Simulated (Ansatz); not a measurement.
**C8H18: density, localisation and related maps**

```xyz
26

C    -0.0781   -1.5380   -1.9280
C     0.1812   -0.2033   -1.2466
C    -0.1921   -0.1833    0.2459
C    -1.5290    0.5118    0.4975
C    -2.7198   -0.1445   -0.1807
C     0.9147    0.4030    1.1403
C     1.2862    1.8376    0.7874
C     2.1526   -0.4831    1.1536
H     0.1812   -1.5028   -2.9892
H     0.5196   -2.3290   -1.4661
H    -1.1264   -1.8352   -1.8507
H     1.2397    0.0430   -1.3702
H    -0.3642    0.5901   -1.7699
H    -0.3129   -1.2279    0.5675
H    -1.4617    1.5548    0.1679
H    -1.7063    0.5450    1.5789
H    -2.6301   -0.1210   -1.2695
H    -2.8202   -1.1912    0.1212
H    -3.6496    0.3666    0.0799
H     0.5100    0.4100    2.1612
H     2.0459    2.2166    1.4757
H     1.7001    1.9054   -0.2228
H     0.4279    2.5102    0.8425
H     1.9049   -1.5062    1.4490
H     2.6280   -0.5269    0.1693
H     2.8983   -0.1017    1.8559
```

Geometry: PBE0-D4/def2-TZVP.

The calculation used Ansatz 0.2.0, isolated molecule in a Gaussian basis; Hartree-Fock.

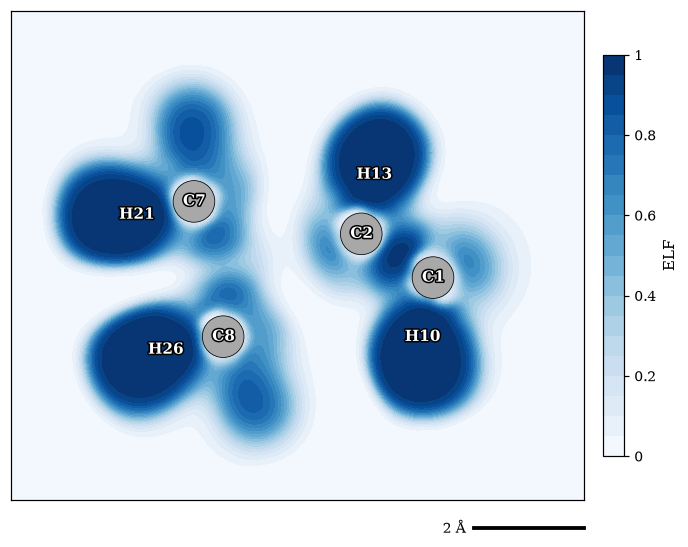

Figure 1. ELF on the plane of atoms C2, C1 and H10. Grey discs cover the atomic cores.

> What does the map show?

- The section cuts through C and H sites.
- C–C (1.52 Å): the ELF peaks at about 1 between the atoms, as expected for a shared electron pair.
- C–H (1.09 Å): the ELF climbs to about 1 towards the hydrogen, as it does in any bond to H (a covalent bond by its length).

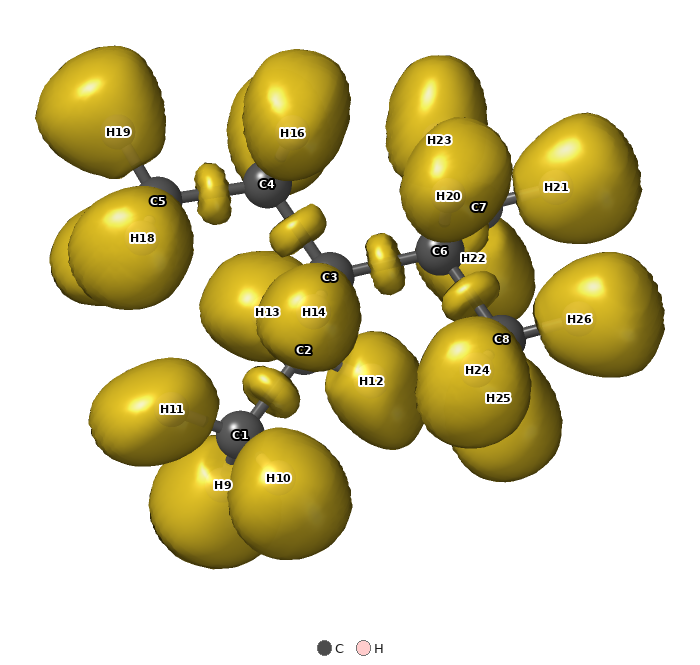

Figure 2. Isosurface of the ELF at 0.85 (yellow), seen across its widest extent. Only the valence region is drawn (cores and ρ < 0.01 e/Å³ removed).

> Where are the electrons localised?

At this value the surface marks out seven regions between bonded C–C atoms (shared pairs) and 18 regions around hydrogen nuclei.

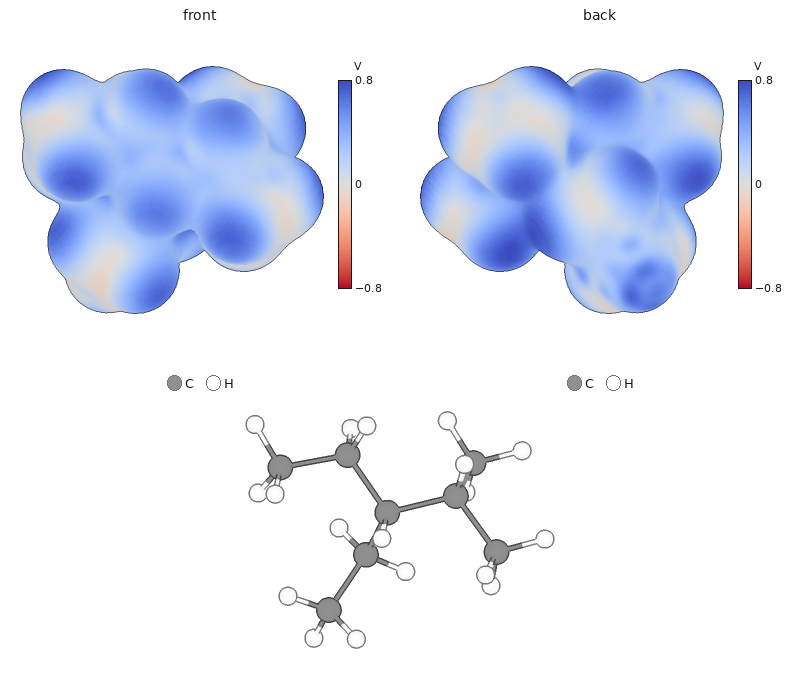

Figure 3. The electrostatic potential painted on the density surface at 0.004 e/bohr³, seen from the front and from behind; red is negative and blue positive. The bare structure is drawn below in the same view.

> Where is the surface potential most negative and most positive?

The most negative region (about −0.1 V) lies over the C atoms, the most positive (about +0.8 V) over the H atoms.
